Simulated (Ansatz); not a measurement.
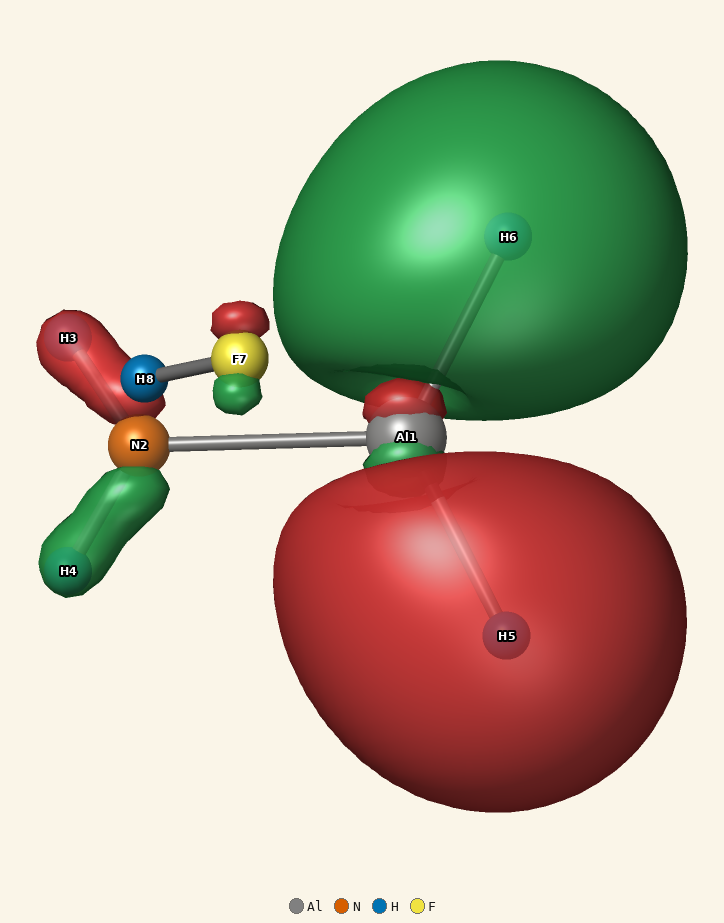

*AlH₄N···HF. The HOMO−1 at ±0.08 Å⁻³ᐟ² (green and red are the two phases), seen from one side.*

Not at a stationary point (largest force 1.3 eV/Å).

All numbers below come from RKS PBE0-D4/cc-pVDZ (Ansatz 0.2.0).

```yaml
atoms:
  - { symbol: Al, position_ang: [0.0163, -0.2016, 0.1600] }
  - { symbol: N, position_ang: [0.0096, -0.1169, 2.0392] }
  - { symbol: H, position_ang: [-0.7922, -0.4212, 2.5856] }
  - { symbol: H, position_ang: [0.8583, -0.2416, 2.5852] }
  - { symbol: H, position_ang: [1.4389, -0.1114, -0.5390] }
  - { symbol: H, position_ang: [-1.3858, -0.4231, -0.5509] }
  - { symbol: F, position_ang: [-0.3143, 2.5829, 0.8194] }
  - { symbol: H, position_ang: [-0.2478, 2.0694, 1.5926] }
```

### Where does this orbital lie, and at what energy?

By Hirshfeld shares it lies mainly on Al1 (about 35 %), H5 (about 30 %) and H6 (about 30 %). Its energy is −8.45 eV.
